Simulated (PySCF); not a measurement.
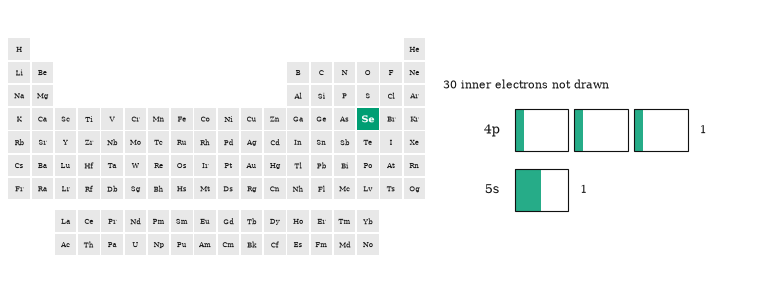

*Left, the place of selenium in the periodic table; right, the outer shells of the nominal configuration: a box for each of the 2l + 1 orbitals, shaded by the share of the shell that is filled, with the electron count at the right.*

Se²⁺: atomic calculation

System: Se²⁺, configuration 1s2 2s2 2p6 3s2 3p6 3d10 4s2 4p1 5s1, multiplicity 3.
Method: unrestricted PBE, ANO-RCC-VTZP, spin-free X2C-1e, Gaussian nucleus (PySCF).

## Input file
```python
from pyscf import gto, scf, dft, mp, cc
import basis_set_exchange as bse
mol = gto.M(atom="Se 0 0 0", charge=2, spin=2, symmetry="D2h",
            basis=gto.basis.parse(bse.get_basis("ANO-RCC-VTZP", elements=["Se"], fmt="nwchem")),
            nucmod="G")
mf = dft.UKS(mol, xc="PBE").sfx2c1e()
mf.irrep_nelec = {'Ag': (7, 6), 'B1g': (1, 1), 'B2g': (1, 1), 'B3g': (1, 1), 'B1u': (2, 2), 'B2u': (3, 2), 'B3u': (2, 2)}
mf.kernel()
```

The script is an equivalent of what the driver set up; the driver started from orbitals of its own, so the log can be shorter than this script's would be, and it computed the properties (radii, ⟨L²⟩, response) afterwards. It held the occupations shell by shell, which the script's counts by irreducible representation don't always enforce.

## The program's output (extracts)
```
damping factor = 0
level_shift factor = 0
DIIS = <class 'pyscf.scf.diis.CDIIS'>
diis_start_cycle = 1
diis_space = 10
diis_damp = 0
SCF conv_tol = 1e-09
SCF conv_tol_grad = None
number electrons alpha = 17  beta = 15
XC functionals = PBE
    J. P. Perdew, K. Burke, and M. Ernzerhof.,  Phys. Rev. Lett. 77, 3865 (1996)
    J. P. Perdew, K. Burke, and M. Ernzerhof.,  Phys. Rev. Lett. 78, 1396 (1997)
    J. P. Perdew, K. Burke, and M. Ernzerhof.,  Phys. Rev. Lett. 77, 3865 (1996)
    J. P. Perdew, K. Burke, and M. Ernzerhof.,  Phys. Rev. Lett. 78, 1396 (1997)
cycle= 1 E= -2427.78172248392  delta_E= -0.0249  |g|= 0.0997  |ddm|= 0.992
cycle= 2 E= -2427.77182594261  delta_E= 0.0099  |g|= 0.0706  |ddm|= 1.39
cycle= 3 E= -2427.7674509272  delta_E= 0.00438  |g|= 0.0147  |ddm|= 0.592
cycle= 4 E= -2427.76984344336  delta_E= -0.00239  |g|= 0.0187  |ddm|= 0.461
cycle= 5 E= -2427.77113494093  delta_E= -0.00129  |g|= 0.0189  |ddm|= 0.846
cycle= 6 E= -2427.77162558617  delta_E= -0.000491  |g|= 0.0202  |ddm|= 0.94
cycle= 7 E= -2427.77159140758  delta_E= 3.42e-05  |g|= 0.0202  |ddm|= 0.00705
cycle= 8 E= -2427.77123478693  delta_E= 0.000357  |g|= 0.0199  |ddm|= 0.0848
cycle= 9 E= -2427.77541958573  delta_E= -0.00418  |g|= 0.0231  |ddm|= 0.349
cycle= 10 E= -2427.77547978179  delta_E= -6.02e-05  |g|= 0.0243  |ddm|= 0.15
[... 40 cycles left out ...]
SCF not converged.
SCF energy = -2427.76972783854 after 50 cycles  <S^2> = 2.0013324  2S+1 = 3.0008882

damping factor = 0
level_shift factor = 0.3
DIIS = <class 'pyscf.scf.diis.CDIIS'>
diis_start_cycle = 1
diis_space = 10
diis_damp = 0
SCF conv_tol = 1e-09
SCF conv_tol_grad = None
number electrons alpha = 17  beta = 15
XC functionals = PBE
    J. P. Perdew, K. Burke, and M. Ernzerhof.,  Phys. Rev. Lett. 77, 3865 (1996)
    J. P. Perdew, K. Burke, and M. Ernzerhof.,  Phys. Rev. Lett. 78, 1396 (1997)
    J. P. Perdew, K. Burke, and M. Ernzerhof.,  Phys. Rev. Lett. 77, 3865 (1996)
    J. P. Perdew, K. Burke, and M. Ernzerhof.,  Phys. Rev. Lett. 78, 1396 (1997)
[... 41 cycles left out ...]
cycle= 42 E= -2427.76929621568  delta_E= -8.24e-06  |g|= 0.0115  |ddm|= 0.0014
cycle= 43 E= -2427.76932201943  delta_E= -2.58e-05  |g|= 0.0115  |ddm|= 0.00273
cycle= 44 E= -2427.76931821632  delta_E= 3.8e-06  |g|= 0.0117  |ddm|= 0.00234
cycle= 45 E= -2427.76940165468  delta_E= -8.34e-05  |g|= 0.0113  |ddm|= 0.00747
cycle= 46 E= -2427.76947779476  delta_E= -7.61e-05  |g|= 0.0113  |ddm|= 0.00744
cycle= 47 E= -2427.76947700101  delta_E= 7.94e-07  |g|= 0.012  |ddm|= 0.00192
cycle= 48 E= -2427.76971385947  delta_E= -0.000237  |g|= 0.0108  |ddm|= 0.0233
cycle= 49 E= -2427.77004351533  delta_E= -0.00033  |g|= 0.0106  |ddm|= 0.0292
cycle= 50 E= -2427.77004938587  delta_E= -5.87e-06  |g|= 0.0125  |ddm|= 0.00577
cycle= 51 E= -2427.77008929
```

## What the run reported

| quantity | value |
| --- | --- |
| outcome | not converged |
| total energy | −2427.7692 hartree |
| ⟨S²⟩ | 2.001 |
| ⟨L²⟩ | 2.06 |
| SCF iterations | 170 |
| hardware | 1 CPU thread, shared host |
| CPU time | 31 s (integrals apart) |

## Diagnosis

The run did not meet its convergence test in 170 iterations, so its last values are not results. This is not the ground configuration of the species.
